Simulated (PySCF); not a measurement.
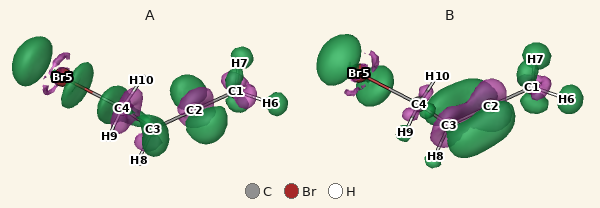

Figure 1: C4H5Br, SMILES `C=C=CCBr`. The two Fukui functions at ±0.04 e/Å³ (green positive, purple negative).

Level of theory: CAM-B3LYP/def2-SVP (PySCF), at a geometry from GFN2-xTB. No frequency check shows the geometry to be a minimum. GFN2-xTB bond lengths at metals and heavier atoms can be off by up to 0.1 Å and shapes distorted, which carries into these values.

Question: Which panel is f⁻ (electron removed) and which f⁺ (electron added)?

Answer: A is f⁺, B is f⁻. f⁻ (Hirshfeld-condensed) is largest on Br5 (0.32); the vertical ionisation energy is 9.62 eV. f⁺ (Hirshfeld-condensed) is largest on Br5 (0.32); the vertical electron affinity is −1.39 eV (the stability of the anion's solution wasn't checked; negative, but this basis has no diffuse functions, so it doesn't show that the anion is unbound).

Question: What chemical potential and hardness follow from the two energies?

Answer: μ = −(I + A)/2 = −4.12 eV and η = I − A = 11.00 eV.
